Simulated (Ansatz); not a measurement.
# SiF3 (trifluorosilyl): UCAM-B3LYP/STO-3G

Aim: the vertical electron affinity of SiF3 (trifluorosilyl) at UCAM-B3LYP/STO-3G, from 2 runs. 

The calculation is run with Ansatz 0.2.0.

9 further runs of the same task are left out: 7 that didn't finish, 2 set aside as unsound or not needed.

## 1. The molecule

SiF3 has 4 atoms, charge 0, and is taken as a doublet. SMILES: `F[Si](F)F`. Geometry: relaxed at PBE0-D4/def2-TZVP.

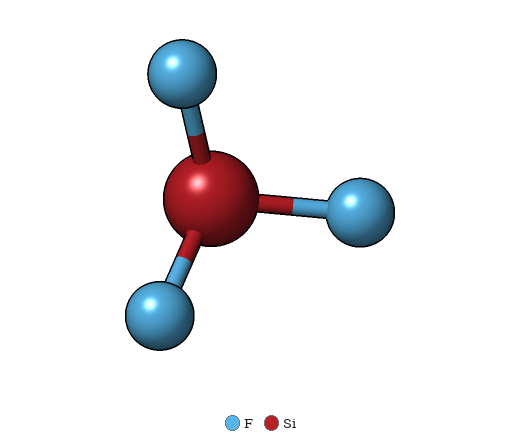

Viewed from a chosen angle; fluorine blue, silicon red.

## 2. A single-point energy at UCAM-B3LYP/STO-3G

molecule.yaml reads:

```yaml
crystal:
  periodic: [false, false, false]
  atoms:
    - {symbol: F, position_ang: [0.784850, -0.507040, 1.151700]}
    - {symbol: Si, position_ang: [-0.282750, 0.213060, 0.234280]}
    - {symbol: F, position_ang: [-0.994260, -0.892250, -0.644340]}
    - {symbol: F, position_ang: [0.492160, 1.186230, -0.741640]}
basis:
  gaussian:
    orbitals: STO-3G
magnetization:
  spin_polarized: true
  initial_magnetization: 1
hamiltonian:
  xc: {name: CAM-B3LYP}
accuracy: high
```

The run is started by

```sh
$ ansatz run molecule.yaml --threads 1 --pin off --max-ram 3480MiB --events-out events.jsonl --progress --plain --runs-dir runs
```

Standard output:

```text
Warning: RAYON_NUM_THREADS=1 ignored (pool sized by the plan → 1); use --threads N
Functional definition: CAM-B3LYP
  name "CAM-B3LYP"
  parameter alpha = 0.19
  parameter beta = 0.46
  parameter omega = 0.33/bohr
  parameter ac = 0.81
  exchange = (1 - alpha - beta)*b88_x + beta*b88_x_sr(omega) + alpha*exact_x + beta*exact_x_lr(omega)
  correlation = (1 - ac)*vwn5_c + ac*lyp_c
460 factors; integrals over basis functions are off by at most 3.1e-8 eV
167 factors; integrals over basis functions are off by at most 4.3e-10 eV
mean field evaluation 1: about -15811.8853 eV, gradient 1.8e1 eV
mean field evaluation 2: about -15813.6299 eV, gradient 1.2e1 eV
mean field evaluation 4: about -15814.6076 eV, gradient 8.9e-2 eV
mean field evaluation 8: about -15814.6205 eV, gradient 2.2e-3 eV
mean field evaluation 16: about -15814.6205 eV, gradient 2.2e-7 eV
mean field -15814.62045103 eV, -581.1765820408 hartree, gradient 3.5e-8 eV, S^2 0.752955; 0 other end points of the search recorded, 0 dependent functions left out
reference -15814.62046071 eV, -581.1765823964 hartree; 21, 20 occupied and 3, 4 virtual orbitals, 460 factors
Total energy: -15814.62046071 eV, -581.1765823964 hartree
```

Run time: 2 s. Hardware: 1 thread of Intel Xeon Platinum 8375C at 2.90GHz (Ice Lake), shared host; peak memory 0.17 GiB.

## 3. The singlet anion

in.yaml reads:

```yaml
crystal:
  periodic: [false, false, false]
  atoms:
    - {symbol: F, position_ang: [0.784850, -0.507040, 1.151700]}
    - {symbol: Si, position_ang: [-0.282750, 0.213060, 0.234280]}
    - {symbol: F, position_ang: [-0.994260, -0.892250, -0.644340]}
    - {symbol: F, position_ang: [0.492160, 1.186230, -0.741640]}
basis:
  gaussian:
    orbitals: STO-3G
total_charge: -1
hamiltonian:
  xc: {name: CAM-B3LYP}
accuracy: high
```

The run is started by

```sh
$ ansatz run in.yaml --threads 1 --pin off --max-ram 3480MiB --events-out events.jsonl --progress --plain --runs-dir runs
```

Standard output:

```text
Warning: RAYON_NUM_THREADS=1 ignored (pool sized by the plan → 1); use --threads N
Functional definition: CAM-B3LYP
  name "CAM-B3LYP"
  parameter alpha = 0.19
  parameter beta = 0.46
  parameter omega = 0.33/bohr
  parameter ac = 0.81
  exchange = (1 - alpha - beta)*b88_x + beta*b88_x_sr(omega) + alpha*exact_x + beta*exact_x_lr(omega)
  correlation = (1 - ac)*vwn5_c + ac*lyp_c
460 factors; integrals over basis functions are off by at most 3.1e-8 eV
167 factors; integrals over basis functions are off by at most 4.3e-10 eV
mean field evaluation 1: about -15808.9586 eV, gradient 1.2e1 eV
mean field evaluation 2: about -15809.5367 eV, gradient 4.8e0 eV
mean field evaluation 4: about -15809.6092 eV, gradient 2.9e-2 eV
mean field evaluation 8: about -15809.6283 eV, gradient 6.5e-4 eV
mean field evaluation 16: about -15809.6283 eV, gradient 4.3e-8 eV
mean field -15809.62829055 eV, -580.9931235268 hartree, gradient 4.3e-8 eV, S^2 0.000000; 0 other end points of the search recorded, 0 dependent functions left out
reference -15809.62830043 eV, -580.9931238897 hartree; 21, 21 occupied and 3, 3 virtual orbitals, 460 factors
Total energy: -15809.62830043 eV, -580.9931238897 hartree
```

Run time: 1.3 s. Hardware: 1 thread of Intel Xeon Platinum 8375C at 2.90GHz (Ice Lake), shared host; peak memory 0.12 GiB.

## 4. Summary of results

At UCAM-B3LYP/STO-3G:

```
                                         quantity          value
                       doublet SiF3: total energy  -581.17658 Eh
                               doublet SiF3: ⟨S²⟩          0.753
                      singlet anion: total energy  -580.99312 Eh
vertical electron affinity (to the singlet anion)      -4.992 eV
```

**Reading.** The anion lies 4.99 eV (115 kcal/mol) above the neutral: the electron isn't bound at this level, and such a value depends on the basis. Without diffuse functions anions come out too high. In a minimal basis such a difference can be off by several eV, whatever the method.
